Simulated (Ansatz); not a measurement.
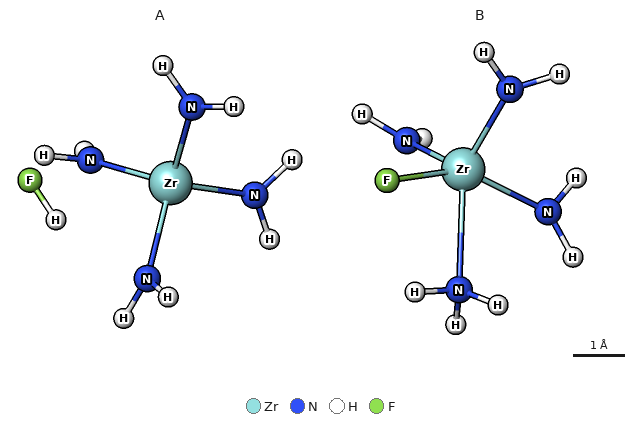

Two geometries of ZrN$_{4}$H$_{9}$F, drawn at one scale. One is the start of a relaxation, the other its converged end. A ball-and-stick model, seen at a tilt.

These are results of Ansatz, RKS PBE/def2-SVP, not measurements. Set-up: no spin polarisation; force threshold 0.03 eV/Å; at most 50 steps.

**Which one is relaxed?**

Structure B is the relaxed one. The run prepares an end point of a later path (reaction) calculation, from a guessed geometry. An H atom moves most after the best rigid fit: 1.62 Å. Largest moves by element: H 1.62 Å, N 0.84 Å, F 0.73 Å, Zr 0.67 Å. Near-neighbour distances that change, for instance: F–H 0.942 → 2.271 Å, H–N 2.244 → 1.030 Å, F–Zr 3.178 → 1.982 Å, N–Zr 2.179 → 2.474 Å. New bonds form, among them: F–Zr (3.18 → 1.98 Å), H–N (2.24 → 1.03 Å). Bonds break, among them: F–H (0.94 → 2.27 Å). Bond angles that change, for instance: N–Zr–N 109.3° → 76.5°, N–Zr–N 112.4° → 128.1°, Zr–N–H 126.1° → 139.4°. Groups turn about N–Zr by about 35°. The energy falls by 152.8 kJ/mol in 19 accepted moves (21 points after the start). The largest force component goes from 0.98 to 0.03 eV/Å. The line search rejected the trial steps at points 10, 18 of the run. Cost: 55 s on 4 threads of Arm Neoverse V2, with other jobs on the host, peak memory 0.22 GiB.

Limits of the set-up: the start holds two separate molecules, 2.2 Å apart at their closest, whose relative position is a soft coordinate and is computed without a dispersion correction.
